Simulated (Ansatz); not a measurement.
# C2H9InSi: reading failed and doubtful runs

4 inputs were typed for C2H9InSi. Each is run as it stands; the log then has to tell whether the result can be used.

Method: the settings change from run to run; program: Ansatz 0.2.0, Gaussian basis.

### Step 1. The relaxed structure

The geometry comes from an earlier relaxation with PBE0-D4 in a triple-zeta def2 set; it is a stationary point, not always the lowest conformer. In takes a core potential in def2 sets; no spin-orbit term is included.

SMILES `C[CH]([SiH3])[InH2]`, 13 atoms, charge 0, spin multiplicity 1.

Atoms are counted from 1 here; the program's logs count them from 0.

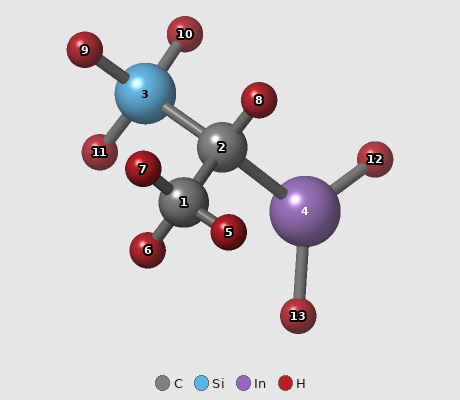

The structure; carbon grey, silicon blue, indium purple, hydrogen red; atoms are numbered from 1 in the order of the file.

Coordinates:

```xyz
13
charge 0, multiplicity 1
C    -1.4079    0.1628    0.7123
C    -0.3233   -0.2791   -0.2739
Si    1.1187   -1.1021    0.5739
In    0.4188    1.3566   -1.5013
H    -2.2700    0.6127    0.2122
H    -1.0292    0.9066    1.4192
H    -1.7846   -0.6788    1.3052
H    -0.7193   -1.0118   -0.9882
H     0.6852   -2.2162    1.4674
H     2.0812   -1.6436   -0.4265
H     1.8551   -0.1186    1.4227
H     1.2888    1.0448   -2.9595
H     0.0865    2.9667   -0.9638
```

### Step 2. Attempt 1

Contents of in.yaml:

```yaml
crystal:
  periodic: [false, false, false]
  atoms:
    - {symbol: C, position_ang: [-1.407853, 0.162752, 0.712344]}
    - {symbol: C, position_ang: [-0.323271, -0.279131, -0.273852]}
    - {symbol: Si, position_ang: [1.118720, -1.102097, 0.573938]}
    - {symbol: In, position_ang: [0.418849, 1.356596, -1.501253]}
    - {symbol: H, position_ang: [-2.270039, 0.612733, 0.212223]}
    - {symbol: H, position_ang: [-1.029158, 0.906623, 1.419247]}
    - {symbol: H, position_ang: [-1.784627, -0.678819, 1.305197]}
    - {symbol: H, position_ang: [-0.719325, -1.011832, -0.988167]}
    - {symbol: H, position_ang: [0.685189, -2.216172, 1.467391]}
    - {symbol: H, position_ang: [2.081158, -1.643568, -0.426453]}
    - {symbol: H, position_ang: [1.855070, -0.118596, 1.422658]}
    - {symbol: H, position_ang: [1.288775, 1.044819, -2.959456]}
    - {symbol: H, position_ang: [0.086512, 2.966695, -0.963827]}
basis:
  gaussian: {orbitals: def2-mTZVPP, fitting: {mean_field: cc-pVTZ-jkfit}}
hamiltonian: {xc: {name: BHLYP}}
scf: {lower_state_search: light}
output: {forces: true}
```

On the command line:

```
> ansatz run in.yaml --threads 4 --pin off --events-out ev --progress --plain --max-ram 10444MiB
```

Log:

```text
Functional definition: BHLYP
  name "BHLYP"
  cite "Becke, J. Chem. Phys. 98, 1372 (1993) doi:10.1063/1.464304"
  cite "Becke, Phys. Rev. A 38, 3098 (1988) doi:10.1103/PhysRevA.38.3098"
  cite "Lee, Yang & Parr, Phys. Rev. B 37, 785 (1988) doi:10.1103/PhysRevB.37.785"
  parameter a = 0.5
  exchange = (1 - a)*b88_x + a*exact_x
  correlation = lyp_c
Error: <dir> the basis set cc-pVTZ-JKFIT has no functions for In
```

Wall time 0.1 s (4 threads of Arm Neoverse V1, shared host).

**Diagnosis.** Refused before any calculation. The fitting set named has no entry for an element of this molecule. Cure: leave the fitting key out, or name a set that covers all elements and suits the basis.

### Step 3. Attempt 2

Contents of in.yaml:

```yaml
crystal:
  periodic: [false, false, false]
  atoms:
    - {symbol: C, position_ang: [-1.407853, 0.162752, 0.712344]}
    - {symbol: C, position_ang: [-0.323271, -0.279131, -0.273852]}
    - {symbol: Si, position_ang: [1.118720, -1.102097, 0.573938]}
    - {symbol: In, position_ang: [0.418849, 1.356596, -1.501253]}
    - {symbol: H, position_ang: [-2.270039, 0.612733, 0.212223]}
    - {symbol: H, position_ang: [-1.029158, 0.906623, 1.419247]}
    - {symbol: H, position_ang: [-1.784627, -0.678819, 1.305197]}
    - {symbol: H, position_ang: [-0.719325, -1.011832, -0.988167]}
    - {symbol: H, position_ang: [0.685189, -2.216172, 1.467391]}
    - {symbol: H, position_ang: [2.081158, -1.643568, -0.426453]}
    - {symbol: H, position_ang: [1.855070, -0.118596, 1.422658]}
    - {symbol: H, position_ang: [1.288775, 1.044819, -2.959456]}
    - {symbol: H, position_ang: [0.086512, 2.966695, -0.963827]}
basis:
  gaussian: {orbitals: def2-SVP, fitting: {mean_field: def2-universal-jkfit}}
hamiltonian: {xc: {name: HF}}
correlation: {method: mp2, frozen_orbitals: {C: 9}}
```

Same command.

Log:

```text
Functional definition: HF
  name "HF"
  cite "Fock, Z. Phys. 61, 126 (1930) doi:10.1007/BF01340294"
  parent pbe
  exchange = exact_x
  correlation = 0
Error: "frozen_orbitals" has no count for Si
```

Run time: 0.05 s. Hardware: 4 threads of Arm Neoverse V1, shared host.

Diagnosis: Refused before any calculation. Frozen orbitals are typed for one element alone, and the program wants a count for each. To mend it, leave frozen_orbitals out, or give every element a count that its core really has.

### Step 4. Attempt 3

Contents of in.yaml:

```yaml
crystal:
  periodic: [false, false, false]
  atoms:
    - {symbol: C, position_ang: [-1.407853, 0.162752, 0.712344]}
    - {symbol: C, position_ang: [-0.323271, -0.279131, -0.273852]}
    - {symbol: Si, position_ang: [1.118720, -1.102097, 0.573938]}
    - {symbol: In, position_ang: [0.418849, 1.356596, -1.501253]}
    - {symbol: H, position_ang: [-2.270039, 0.612733, 0.212223]}
    - {symbol: H, position_ang: [-1.029158, 0.906623, 1.419247]}
    - {symbol: H, position_ang: [-1.784627, -0.678819, 1.305197]}
    - {symbol: H, position_ang: [-0.719325, -1.011832, -0.988167]}
    - {symbol: H, position_ang: [0.685189, -2.216172, 1.467391]}
    - {symbol: H, position_ang: [2.081158, -1.643568, -0.426453]}
    - {symbol: H, position_ang: [1.855070, -0.118596, 1.422658]}
    - {symbol: H, position_ang: [1.288775, 1.044819, -2.959456]}
    - {symbol: H, position_ang: [0.086512, 2.966695, -0.963827]}
basis:
  gaussian: {orbitals: def2-SVP}
hamiltonian: {xc: {name: wB97X-D}, dispersion: d4}
output: {forces: true}
```

The command is unchanged.

Log:

```text
Error: YAML parse error: error: line 19 column 19: hamiltonian.xc: no functional is named "wB97X-D"; the names, which are not case-sensitive, are SVWN5, SPW92, PBE, PBE0, PBEsol, revPBE, revPBE0, RPBE, rPW86-PBE, HSE06, wPBEh, LC-wPBE, HISS, HF, BLYP, B3LYP, B3LYP5, BHLYP, CAM-B3LYP, r2SCAN, r2SCANh, r2SCAN0, r2SCAN50, m-r2SCAN, B97, wB97, wB97X, wB97X-V, B97M-V, wB97M-V, B2PLYP, B2GP-PLYP, PBE0-DH, PBE-QIDH
  --> <input>:19:19
   |
17 | basis:
18 |   gaussian: {orbitals: def2-SVP}
19 | hamiltonian: {xc: {name: wB97X-D}, dispersion: d4}
   |                   ^ hamiltonian.xc: no functional is named "wB97X-D"; the names, which are not case-sensitive, are SVWN5, SPW92, PBE, PBE0, PBEsol, revPBE, revPBE0, RPBE, rPW86-PBE, HSE06, wPBEh, LC-wPBE, HISS, HF, BLYP, B3LYP, B3LYP5, BHLYP, CAM-B3LYP, r2SCAN, r2SCANh, r2SCAN0, r2SCAN50, m-r2SCAN, B97, wB97, wB97X, wB97X-V, B97M-V, wB97M-V, B2PLYP, B2GP-PLYP, PBE0-DH, PBE-QIDH
20 | output: {forces: true}
   |
```

Run time: 0.05 s. Hardware: 4 threads of Arm Neoverse V1, shared host.

**Diagnosis.** The program refused the input. The method's name isn't one that the program takes here. To mend it, name a functional that the program knows.

### Step 5. Attempt 4

Contents of in.yaml:

```yaml
crystal:
  periodic: [false, false, false]
  atoms:
    - {symbol: C, position_ang: [-1.407853, 0.162752, 0.712344]}
    - {symbol: C, position_ang: [-0.323271, -0.279131, -0.273852]}
    - {symbol: Si, position_ang: [1.118720, -1.102097, 0.573938]}
    - {symbol: In, position_ang: [0.418849, 1.356596, -1.501253]}
    - {symbol: H, position_ang: [-2.270039, 0.612733, 0.212223]}
    - {symbol: H, position_ang: [-1.029158, 0.906623, 1.419247]}
    - {symbol: H, position_ang: [-1.784627, -0.678819, 1.305197]}
    - {symbol: H, position_ang: [-0.719325, -1.011832, -0.988167]}
    - {symbol: H, position_ang: [0.685189, -2.216172, 1.467391]}
    - {symbol: H, position_ang: [2.081158, -1.643568, -0.426453]}
    - {symbol: H, position_ang: [1.855070, -0.118596, 1.422658]}
    - {symbol: H, position_ang: [1.288775, 1.044819, -2.959456]}
    - {symbol: H, position_ang: [0.086512, 2.966695, -0.963827]}
basis:
  gaussian: {orbitals: def2-TZVP}
total_charge: 1
magnetization: {spin_polarized: true, initial_magnetization: 2}
hamiltonian: {xc: {name: wB97M-V}, pseudopotentials: {relativity: none}}
output: {forces: true}
```

Same command.

Log:

```text
Error: a molecule whose nuclei and cores have a total charge of 56 cannot have a net charge of 1 together with 2 unpaired electrons
```

Wall time 0.05 s (4 threads of Arm Neoverse V1, shared host).

**Diagnosis.** Refused before any calculation. The number of unpaired electrons doesn't fit the electron count. To mend it, make charge and initial_magnetization agree: an even electron count takes an even number of unpaired electrons.

### Step 6. Summary

```csv
attempt,level,ended,cause,time
1,BHLYP/def2-mTZVPP,refused,the fitting set named has no entry for an element of this molecule,0.1 s
2,MP2/def2-SVP,refused,"frozen orbitals are typed for one element alone, and the program wants a count for each",0.05 s
3,wB97X-D/def2-SVP,refused,the method's name isn't one that the program takes here,0.05 s
4,wB97M-V/def2-TZVP,refused,the number of unpaired electrons doesn't fit the electron count,0.05 s
```

4 refused. A refusal costs next to no computing time.
